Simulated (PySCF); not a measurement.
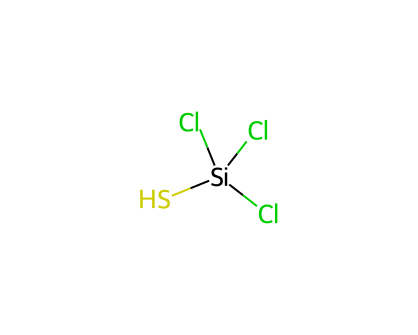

Computed geometry: GFN2-xTB optimisation. No frequency run is at hand to confirm it as a minimum. Properties computed with B3LYP/def2-SVPD, gas phase (PySCF 2.14.0). Excitations: vertical, linear response.

Predict the main results.

The species is Cl3HSSi (`S[Si](Cl)(Cl)Cl`).
- dipole moment: 0.72 D
- HOMO energy (Kohn–Sham orbital): −7.80 eV
- LUMO energy (Kohn–Sham orbital): −1.07 eV
- HOMO–LUMO gap: 6.73 eV
- mean static polarisability: 85.4 bohr³
- lowest vertical singlet excitation: 5.64 eV
- its oscillator strength: 0.007
- brightest of the 8 lowest singlets: 7.48 eV
- its oscillator strength: 0.17

The geometry is semi-empirical. Around Si such bond lengths and angles can be off by a tenth of an ångström or more and by several degrees, and values that hang on the shape move with them.
